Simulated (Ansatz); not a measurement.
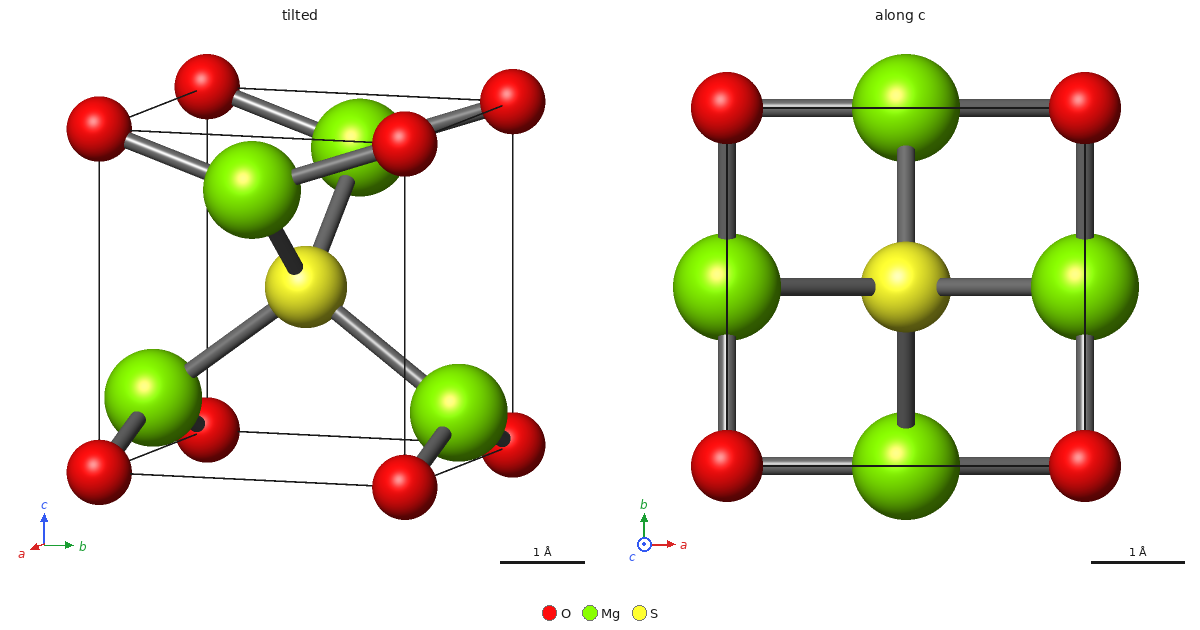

The figure gives a ball-and-stick picture of the atoms, viewed slightly off an axis and along the c axis. One conventional unit cell is framed, with atoms on its boundary repeated.

Mg2SO, space group P-4m2 (No. 115), a = 3.887 Å, b = 3.887 Å, c = 4.158 Å, α = 90.00°, β = 90.00°, γ = 90.00°. Its origin is a structure type filled with these elements by a generator (whether the compound takes this form wasn't checked). The cell was then strained or its atoms displaced on purpose. It was run through Ansatz as a DFT input.

This one geometry was computed with Ansatz (DFT, plane waves, PAW) at three levels of theory: HSE06, PBE and r2SCAN. It was relaxed with r2SCAN and then strained.

Which level gives the highest pressure at this volume, and what does that say about its equilibrium volume?

Answer. Highest: PBE (1.8 GPa), which points to the largest equilibrium volume. Lowest, with the smallest volume: HSE06 (-0.4 GPa) and r2SCAN (-0.3 GPa). Levels within 0.5 GPa of each other can't be told apart.

How does the band gap change with the level of theory?

Answer. PBE: a gap of 2.56 eV, direct; r2SCAN: a gap of 3.25 eV, direct; HSE06: a gap of 3.83 eV, direct.

Collect the results in a table.

Answer.
| level | cutoff (eV) | k-mesh of the run's cell | gap (eV) | pressure (GPa) |
| --- | --- | --- | --- | --- |
| HSE06 | 420 | 6×6×4 | 3.83 | -0.4 |
| PBE | 420 | 8×8×6 | 2.56 | 1.8 |
| r2SCAN | 500 | 8×8×6 | 3.25 | -0.3 |

Gaps are taken on the k-mesh or band path of each run.
